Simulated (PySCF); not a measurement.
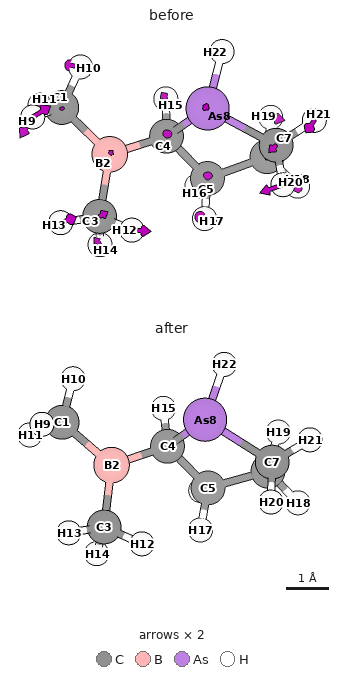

The structure of C6H14AsB before (top) and after (bottom) a relaxation, at one scale. The purple arrows give the displacements, magnified 2 times.

The picture is a ball-and-stick view, seen at a tilt.

The start comes from GFN2-xTB. Its atoms were then displaced at random by about 0.01 Å.

All numbers below come from PBE0-D3(BJ)/def2-SVP geometry optimisation, gas phase (PySCF). 

Describe what moved and what it gained.

After 11 geometry steps the energy has fallen by 21.1 kJ/mol. The largest move after the best rigid fit is that of an H atom, 0.52 Å. By element the largest moves are H 0.52 Å, C 0.15 Å, As 0.10 Å, B 0.07 Å. Some distances before and after: B–C 1.519 → 1.560 Å, B–C 1.614 → 1.576 Å, C–H 1.068 → 1.103 Å, C–C 1.551 → 1.529 Å. Among the angles between lasting bonds that change: B–C–As 104.5° → 96.7°, B–C–H 110.1° → 115.0°, C–C–H 106.8° → 111.6°.
